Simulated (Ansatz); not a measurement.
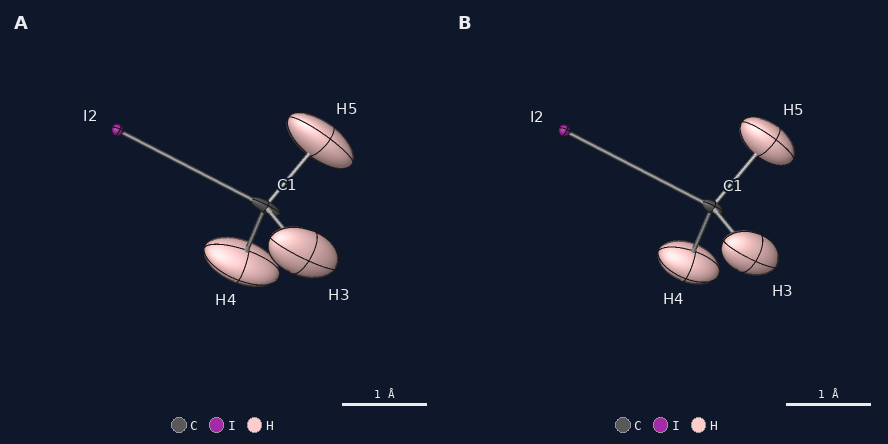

Displacement ellipsoids at the 50 % level, scaled by 2, from the internal vibrations of the free molecule (harmonic, no overall translation or rotation; no half-axis is drawn under 0.075 Å). Vibrations computed with RKS PBE0-D4/def2-TZVP, core potentials on I (Ansatz 0.2.0). One panel is for 298 K, the other for 900 K.

> Which panel is for 900 K?

A.

> How much does the mean-square displacement of C1 grow, and why?

U_eq goes from 0.00097 to 0.0019 Å², a factor of 1.9. Modes below kT (626 cm⁻¹ at 900 K) grow about in proportion to T, and the lowest lies at 558 cm⁻¹; the mean-square amplitude of a mode is its zero-point value times coth(ħω/2kT), which comes close to 1 only above about 3kT.
